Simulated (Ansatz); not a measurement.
## Abstraction of H: CH7FSi2 + C2H5Sn → CH6FSi2 + C2H6Sn

Species: CH7FSi2 `F[SiH2]C[SiH3]`, singlet; C2H5Sn `C=[CH][SnH2]`, doublet; CH6FSi2 `F[SiH2]C[SiH2]`, doublet; C2H6Sn `C=[CH][SnH3]`, singlet. A radical takes H: the energy is the difference in strength between the Si–H bond broken and the Sn–H bond made.

Shapes, held fixed at every level: PBE0-D4/def2-TZVP. Flexible molecules stand in one conformer, not always the lowest. Programs: Ansatz 0.2.0. Electronic energies: no zero-point or thermal term.

```csv
level,kind,ΔE (kJ/mol),less CCSD(T)/def2-TZVPP,CPU time (sum over the molecules)
HF/def2-TZVPP,Hartree–Fock,+73.3,+2.6,–
PBE-D4/def2-TZVPP,GGA,+71.2,+0.5,28 s
r2SCAN-D4/def2-TZVPP,meta-GGA,+72.4,+1.7,56 s
wB97M-V/def2-TZVPP,range-separated hybrid,+81.1,+10.4,2 min
B2PLYP/def2-TZVPP,double hybrid,+76.2,+5.5,56 s
CCSD/def2-TZVPP,coupled cluster or CI,+71.3,+0.6,–
CCSD(T)/def2-TZVPP,coupled cluster or CI,+70.7,0.0,66 min
```

The highest level, CCSD(T)/def2-TZVPP, gives ΔE = +70.7 kJ/mol; the levels span +70.7 to +81.1. The column of differences is taken from that level and isn't an error. No measured value is set beside it here. Spin contamination: C2H5Sn (⟨S²⟩ up to 0.83). Open shells run unrestricted. For atoms past krypton def2 sets carry core potentials with scalar relativity. Outer-core shells of Sn are correlated in most correlated rows, in sets that cover them unevenly. Times are processor times on shared x86 and Arm servers, and rough.

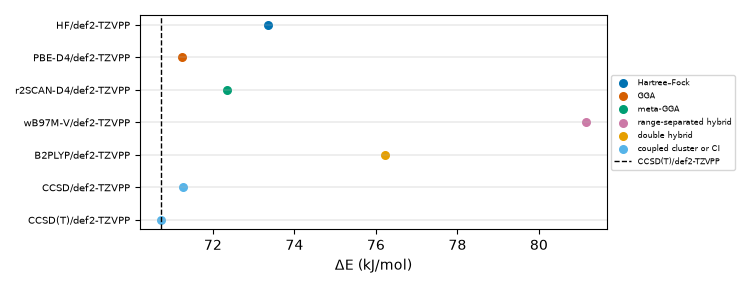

The values of the table, level by level.
